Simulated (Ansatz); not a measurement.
**Geometry relaxation of H₁₅NO₆ (part 3 of 3)**

H₁₅NO₆ (disordered cell, 22 atoms in the cell); DFT PBE-D3(BJ), scalar-relativistic, plane waves, PAW, no spin polarisation (Ansatz 0.2.0); cutoff 420 eV, 1×1×1 k-mesh, Fermi–Dirac smearing of 0.05 eV. It belongs to a series of runs on one base structure; here: start relaxed.

Geometry of the input (Å; fractional positions):
```
6.0277  0.0000  0.0000
0.0000  6.0277  0.0000
0.0000  0.0000  6.0277
O  0.0931  0.9277  0.3901
H  0.1021  1.0537  0.2909
H  0.0993  0.8005  0.2921
O  0.1590  0.4199  0.7976
H  0.1722  0.5321  0.6833
H  0.1490  0.2820  0.7157
O  0.3746  0.8638  0.6948
H  0.4977  0.9143  0.7848
H  0.3951  0.9397  0.5547
O  0.6078  0.4597  0.5124
H  0.7022  0.5822  0.4686
H  0.4687  0.4891  0.4374
O  0.7322  0.2277  0.0127
H  0.6440  0.2049  0.1450
H  0.8669  0.2964  0.0671
O  0.8207  0.7769  0.0817
H  0.8266  0.9027  -0.0182
H  0.8181  0.6496  -0.0163
N  0.7391  0.0180  0.4702
H  0.7027  0.1828  0.4690
H  0.8525  -0.0046  0.5930
H  0.8191  -0.0139  0.3252
```

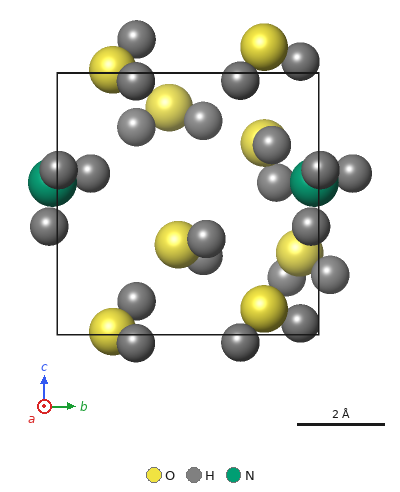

**Figure 1.** The geometry at step 12 of the log (spheres-only view of the cell of the calculation, along the a axis).

### Trajectory as extended XYZ, continued
```
22
Lattice="6.0277 0.0000 0.0000 0.0000 6.0277 0.0000 0.0000 0.0000 6.0277" Properties=species:S:1:pos:R:3:forces:R:3 step=8 energy=-4030.88074
O     1.2915    5.7025    1.7972    0.0305   0.1724  -0.1344
H     1.4181    6.5180    1.2798    0.0953  -0.2704   0.1551
H     0.6011    5.1989    1.2861   -0.0234   0.1155  -0.0302
O     0.6543    2.5585    4.9832   -0.0796  -0.1378   0.0597
H     1.2225    3.3458    4.7858    0.0881   0.1922  -0.0232
H     1.1467    1.8029    4.6224   -0.0076   0.0148   0.0294
O     1.9197    4.9429    4.3924    0.3950   0.1191  -0.3562
H     2.8746    5.1456    4.5581   -0.3926  -0.1075  -0.2387
H     1.8223    5.2291    3.4418   -0.1106  -0.1284   0.4476
O     3.3475    2.7128    2.3862   -0.3226   0.4508  -0.0289
H     3.9244    3.4770    2.5986   -0.0631  -0.2239  -0.0761
H     2.4921    3.1612    2.2205    0.3012  -0.1837   0.0368
O     4.2538    1.2773    0.1316    0.2754   0.2694   0.1268
H     3.9318    1.7653    0.9325    0.0763  -0.0888  -0.2180
H     5.0371    1.8033   -0.1581   -0.3313  -0.2286   0.0067
O     5.2051    4.6347    0.5042    0.0806   0.0127  -0.1140
H     4.8200    5.4859    0.1792   -0.0422  -0.0020   0.0935
H     5.3998    4.0992   -0.2850    0.0239   0.0707   0.0983
N     4.5226   -0.0932    3.4060    0.2473   0.1249   0.0896
H     4.0857    0.8366    3.3727    0.0559  -0.2124   0.0940
H     5.4211    0.0443    3.8796   -0.2141   0.0119  -0.1193
H     4.7865   -0.2998    2.4401   -0.0835   0.0290   0.1025
22
Lattice="6.0277 0.0000 0.0000 0.0000 6.0277 0.0000 0.0000 0.0000 6.0277" Properties=species:S:1:pos:R:3:forces:R:3 step=9 energy=-4030.98791
O     1.3496    5.6447    1.8144   -0.0059   0.2141  -0.1961
H     1.5999    6.4399    1.3090    0.0020  -0.3195   0.1752
H     0.6020    5.2304    1.2950    0.0586   0.1243   0.0085
O     0.6834    2.5643    5.0782   -0.0478  -0.0771   0.0428
H     1.2313    3.3556    4.8190    0.0518   0.1041  -0.0043
H     1.1653    1.8061    4.7098   -0.0010   0.0133   0.0163
O     1.9301    4.8771    4.3705    0.2372   0.0663  -0.1947
H     2.8915    5.0894    4.4645   -0.2195  -0.0816  -0.1522
H     1.7657    5.1624    3.4322   -0.0822  -0.0723   0.2680
O     3.2868    2.7279    2.2891   -0.1471   0.3005  -0.0239
H     3.9136    3.4553    2.4800   -0.0685  -0.1694  -0.0698
H     2.4626    3.2234    2.1129    0.1772  -0.1073  -0.0006
O     4.2527    1.2761    0.0928    0.1375   0.1640   0.1439
H     3.9106    1.7851    0.8712    0.0328  -0.0613  -0.1440
H     5.0412    1.7908   -0.1914   -0.1656  -0.1130  -0.0250
O     5.2232    4.6851    0.5563    0.0370  -0.0074  -0.0686
H     4.8065    5.5195    0.2224   -0.0193   0.0330   0.0475
H     5.4241    4.1383   -0.2225    0.0210   0.0333   0.0628
N     4.4893   -0.0779    3.4448    0.1959   0.0621   0.0025
H     4.0347    0.8407    3.4608    0.0135  -0.0977   0.0819
H     5.4021    0.0634    3.8840   -0.1325   0.0083  -0.0584
H     4.7120   -0.2489    2.4621   -0.0751  -0.0168   0.0883
22
Lattice="6.0277 0.0000 0.0000 0.0000 6.0277 0.0000 0.0000 0.0000 6.0277" Properties=species:S:1:pos:R:3:forces:R:3 step=10 energy=-4031.03563
O     1.3240    5.6469    1.8676    0.4931   0.8637  -0.8027
H     1.7726    6.3479    1.3188   -0.5560  -0.9205   0.7038
H     0.5756    5.2946    1.2987    0.1216   0.0719   0.0854
O     0.6896    2.5696    5.1376    0.0389   0.0144   0.0024
H     1.2361    3.3662    4.8676   -0.0208  -0.0355  -0.0376
H     1.1661    1.8162    4.7505   -0.0277   0.0547   0.0387
O     1.9444    4.8313    4.3736    0.2909   0.1111  -0.2364
H     2.9248    4.9991    4.3430   -0.2987  -0.0186   0.0039
H     1.6734    5.1398    3.4659    0.0643  -0.1526   0.2707
O     3.2403    2.7521    2.2235   -0.0026   0.2923  -0.0569
H     3.9219    3.4357    2.3880   -0.1054  -0.1822  -0.0524
H     2.4616    3.3007    2.0019    0.0997  -0.0981   0.0174
O     4.2581    1.2726    0.0949    0.0327   0.1440   0.0368
H     3.9013    1.8131    0.8434   -0.0111  -0.0466  -0.0556
H     5.0155    1.8030   -0.2368   -0.0448  -0.1066   0.0276
O     5.2298    4.7228    0.5781    0.0120  -0.0161  -0.0291
H     4.7959    5.5479    0.2395    0.0109   0.0469   0.0036
H     5.4537    4.1770   -0.1945   -0.0077   0.0158   0.0428
N     4.5013   -0.1001    3.4925    0.0539   0.0613  -0.1261
H     4.0066    0.7964    3.5489    0.0544  -0.1046   0.0840
H     5.4390    0.0810    3.8592   -0.1752  -0.0142  -0.0691
H     4.6468   -0.2649    2.4929   -0.0223   0.0195   0.1486
22
Lattice="6.0277 0.0000 0.0000 0.0000 6.0277 0.0000 0.0000 0.0000 6.0277" Properties=species:S:1:pos:R:3:forces:R:3 step=11 energy=-4031.10286
O     1.3979    5.5848    1.8874    0.0215   0.1125  -0.1781
H     1.8370    6.2880    1.3802   -0.0633  -0.1268   0.1258
H     0.6221    5.2885    1.3273    0.0184   0.0124   0.0481
O     0.6848    2.5826    5.2296    0.0932  -0.0847  -0.0383
H     1.2379    3.3638    4.9244    0.0236   0.0514  -0.0066
H     1.0968    1.8259    4.7800   -0.0354   0.0343   0.0379
O     1.9607    4.7735    4.4155    0.0328   0.0032  -0.0405
H     2.9333    4.9458    4.3690   -0.0045  -0.0046  -0.0022
H     1.6855    5.0462    3.5055    0.0065  -0.0426   0.0807
O     3.1896    2.7941    2.0752    0.0026   0.0692  -0.0571
H     3.9116    3.4372    2.2057   -0.0223  -0.0168  -0.0127
H     2.4466    3.3715    1.8155    0.0166   0.0083  -0.0035
O     4.3211    1.2842    0.0733   -0.0206   0.0530   0.0272
H     3.8785    1.8299    0.7719    0.0223  -0.0260  -0.0416
H     5.1050    1.8147   -0.1928   -0.0600  -0.0283   0.0166
O     5.2639    4.7664    0.5957    0.0176  -0.0272   0.0351
H     4.8459    5.6036    0.2619    0.0000   0.0510  -0.0080
H     5.4835    4.2198   -0.1773   -0.0300   0.0049   0.0109
N     4.4387   -0.1064    3.5090   -0.1093   0.1729  -0.0057
H     3.9578    0.7790    3.7132    0.1541  -0.2034   0.0321
H     5.4087    0.0359    3.7923   -0.0546   0.0007  -0.0320
H     4.4715   -0.1801    2.4924   -0.0090  -0.0141   0.0128
22
Lattice="6.0277 0.0000 0.0000 0.0000 6.0277 0.0000 0.0000 0.0000 6.0277" Properties=species:S:1:pos:R:3:forces:R:3 step=12 energy=-4031.10287
O     1.3979    5.5848    1.8874    0.0215   0.1137  -0.1804
H     1.8370    6.2880    1.3802   -0.0640  -0.1281   0.1271
H     0.6221    5.2885    1.3273    0.0189   0.0125   0.0488
O     0.6848    2.5826    5.2296    0.0932  -0.0850  -0.0381
H     1.2379    3.3638    4.9244    0.0239   0.0519  -0.0069
H     1.0968    1.8259    4.7800   -0.0357   0.0345   0.0378
O     1.9607    4.7735    4.4155    0.0310   0.0024  -0.0387
H     2.9333    4.9458    4.3690   -0.0025  -0.0044  -0.0026
H     1.6855    5.0462    3.5055    0.0063  -0.0426   0.0799
O     3.1896    2.7941    2.0752    0.0028   0.0685  -0.0573
H     3.9116    3.4372    2.2057   -0.0219  -0.0166  -0.0128
H     2.4466    3.3715    1.8155    0.0160   0.0088  -0.0041
O     4.3211    1.2842    0.0733   -0.0211   0.0519   0.0267
H     3.8785    1.8299    0.7719    0.0220  -0.0254  -0.0410
H     5.1050    1.8147   -0.1928   -0.0592  -0.0279   0.0165
O     5.2639    4.7664    0.5957    0.0181  -0.0276   0.0366
H     4.8459    5.6036    0.2619   -0.0003   0.0519  -0.0085
H     5.4835    4.2198   -0.1773   -0.0298   0.0046   0.0100
N     4.4387   -0.1064    3.5090   -0.1100   0.1718  -0.0049
H     3.9578    0.7790    3.7132    0.1533  -0.2019   0.0325
H     5.4087    0.0359    3.7923   -0.0534   0.0009  -0.0317
H     4.4715   -0.1801    2.4924   -0.0090  -0.0141   0.0113
22
Lattice="6.0277 0.0000 0.0000 0.0000 6.0277 0.0000 0.0000 0.0000 6.0277" Properties=species:S:1:pos:R:3:forces:R:3 step=13 energy=-4031.12720
O     1.4128    5.5363    1.9192   -0.1442  -0.1045  -0.0530
H     1.8281    6.2737    1.4531    0.0448   0.1109  -0.0247
H     0.6121    5.2835    1.3718    0.0384  -0.0036   0.0486
O     0.7307    2.5665    5.2927    0.1193  -0.1917  -0.1312
H     1.2846    3.3453    4.9727   -0.0154   0.0421   0.0226
H     1.0939    1.8158    4.7876   -0.0927   0.1419   0.1275
O     2.0032    4.7234    4.4513   -0.0537  -0.0249   0.0281
H     2.9740    4.8868    4.3623    0.0605   0.0139  -0.0257
H     1.6961    4.9798    3.5497    0.0217  -0.0242   0.0314
O     3.1513    2.8840    1.9447    0.0430   0.0144  -0.0614
H     3.9043    3.4896    2.0854   -0.0677   0.0061  -0.0179
H     2.4420    3.4965    1.6658    0.0408   0.0029   0.0217
O     4.3350    1.3038    0.0494   -0.0061   0.0376   0.0125
H     3.8519    1.8698    0.7082    0.0310  -0.0191  -0.0617
H     5.1348    1.8242   -0.1920   -0.0586  -0.0160   0.0388
O     5.2442    4.7999    0.6403    0.0468  -0.0323  -0.0264
H     4.8554    5.6476    0.2898   -0.0123  -0.0076   0.0033
H     5.4449    4.2284   -0.1207   -0.0002   0.0577   0.0036
N     4.4198   -0.1465    3.5003   -0.0599   0.6097  -0.3186
H     4.0127    0.7349    3.8805    0.3851  -0.6424  -0.2354
H     5.4339   -0.0890    3.6743   -0.4267   0.0286  -0.1630
H     4.3126   -0.1053    2.4685    0.1063   0.0002   0.7810
22
Lattice="6.0277 0.0000 0.0000 0.0000 6.0277 0.0000 0.0000 0.0000 6.0277" Properties=species:S:1:pos:R:3:forces:R:3 step=14 energy=-4031.15491
O     1.4010    5.5322    1.9436   -0.0311   0.0683  -0.0991
H     1.7738    6.3293    1.5346   -0.0533  -0.0456   0.0451
H     0.6071    5.2830    1.3852   -0.0122   0.0028   0.0055
O     0.7518    2.5468    5.3344    0.0928  -0.1511  -0.0960
H     1.3027    3.3244    5.0049    0.0009   0.0221   0.0146
H     1.1109    1.7939    4.8323   -0.0627   0.0940   0.0870
O     2.0257    4.6901    4.4678   -0.0600  -0.0191  -0.0148
H     2.9966    4.8454    4.3584    0.0565   0.0061  -0.0155
H     1.7042    4.9397    3.5691    0.0224  -0.0198   0.0657
O     3.1324    2.9321    1.8671    0.0009   0.0007  -0.0642
H     3.8854    3.5385    2.0032   -0.0189   0.0057  -0.0209
H     2.4232    3.5451    1.5882    0.0471  -0.0247   0.0243
O     4.3350    1.3049    0.0352   -0.0097   0.0228   0.0279
H     3.8290    1.8858    0.6644    0.0364  -0.0045  -0.0581
H     5.1492    1.8146   -0.1790   -0.0412   0.0300   0.0334
O     5.2559    4.8048    0.6250    0.0485  -0.0140   0.0017
H     4.8503    5.6551    0.2999    0.0176  -0.0264  -0.0025
H     5.4811    4.2675   -0.1543   -0.0381   0.0575   0.0169
N     4.4239   -0.1727    3.5080    0.0523   0.6971  -0.4014
H     4.1167    0.6773    4.0350    0.3245  -0.6764  -0.4023
H     5.4605   -0.1684    3.5234   -0.6509   0.0678  -0.0934
H     4.1622   -0.0208    2.5084    0.2783  -0.0932   0.9463
22
Lattice="6.0277 0.0000 0.0000 0.0000 6.0277 0.0000 0.0000 0.0000 6.0277" Properties=species:S:1:pos:R:3:forces:R:3 step=15 energy=-4031.20543
O     1.3417    5.5933    1.9795   -0.0387  -0.0140  -0.0202
H     1.6898    6.4061    1.5839   -0.0099   0.0277   0.0020
H     0.5637    5.3190    1.4081    0.0706   0.0167   0.0672
O     0.8069    2.4847    5.3627    0.0138  -0.0151   0.0099
H     1.3474    3.2628    5.0185   -0.0162   0.0111  -0.0119
H     1.1643    1.7270    4.8730    0.0053  -0.0121   0.0044
O     2.0567    4.6308    4.4653   -0.1005  -0.0034  -0.0139
H     3.0255    4.7989    4.3325    0.0571   0.0249  -0.0140
H     1.7043    4.9207    3.5918    0.0100  -0.0377   0.0435
O     3.1638    2.9605    1.7731   -0.0207   0.1431  -0.0472
H     3.8978    3.6090    1.8165   -0.0597  -0.0598  -0.0455
H     2.4010    3.5281    1.5426    0.1013  -0.0857   0.0181
O     4.3466    1.3066   -0.0233    0.0367   0.0224   0.1034
H     3.8263    1.9002    0.5803   -0.0320  -0.0132   0.0297
H     5.1713    1.8095   -0.2097    0.0341   0.0241  -0.0130
O     5.2461    4.8097    0.6445   -0.0161  -0.0115   0.0273
H     4.8460    5.6634    0.3224   -0.0392   0.0357  -0.0173
H     5.4877    4.2957   -0.1437   -0.0088   0.0046  -0.0418
N     4.4065   -0.1739    3.5652    0.1287   0.1742  -0.1362
H     4.1516    0.6351    4.1517    0.0587  -0.2014  -0.1493
H     5.4307   -0.1712    3.5116   -0.1658  -0.0155  -0.0169
H     4.1026    0.0331    2.6085   -0.0084  -0.0154   0.2224
22
Lattice="6.0277 0.0000 0.0000 0.0000 6.0277 0.0000 0.0000 0.0000 6.0277" Properties=species:S:1:pos:R:3:forces:R:3 step=16 energy=-4031.20544
O     1.3417    5.5933    1.9795   -0.0389  -0.0132  -0.0208
H     1.6898    6.4061    1.5839   -0.0104   0.0274   0.0025
H     0.5637    5.3190    1.4081    0.0704   0.0166   0.0672
O     0.8069    2.4847    5.3627    0.0136  -0.0150   0.0105
H     1.3474    3.2628    5.0185   -0.0158   0.0117  -0.0122
H     1.1643    1.7270    4.8730    0.0056  -0.0128   0.0042
O     2.0567    4.6308    4.4653   -0.1019  -0.0042  -0.0120
H     3.0255    4.7989    4.3325    0.0588   0.0250  -0.0143
H     1.7043    4.9207    3.5918    0.0095  -0.0374   0.0423
O     3.1638    2.9605    1.7731   -0.0206   0.1432  -0.0474
H     3.8978    3.6090    1.8165   -0.0595  -0.0596  -0.0458
H     2.4010    3.5281    1.5426    0.1011  -0.0856   0.0181
O     4.3466    1.3066   -0.0233    0.0363   0.0225   0.1034
H     3.8263    1.9002    0.5803   -0.0319  -0.0132   0.0296
H     5.1713    1.8095   -0.2097    0.0342   0.0243  -0.0132
O     5.2461    4.8097    0.6445   -0.0157  -0.0121   0.0295
H     4.8460    5.6634    0.3224   -0.0397   0.0367  -0.0179
H     5.4877    4.2957   -0.1437   -0.0085   0.0040  -0.0433
N     4.4065   -0.1739    3.5652    0.1287   0.1736  -0.1366
H     4.1516    0.6351    4.1517    0.0586  -0.2009  -0.1490
H     5.4307   -0.1712    3.5116   -0.1657  -0.0155  -0.0170
H     4.1026    0.0331    2.6085   -0.0082  -0.0154   0.2223
```

### Results in brief

- outcome: converged
- electrons treated: 56
- free energy: −4031.2054 eV
- Fermi energy: −0.298 eV
- final volume: 219.00 Å³
- largest force (length of the vector) at the end: 0.257 eV/Å
- hardware: 1 thread of Arm Neoverse V1, 24 GiB of memory available, shared host
- wall time: 24 s
- peak memory: 0.33 GiB

### Remarks

The k-point mesh is coarse for a cell of this size, so the results may not be converged.
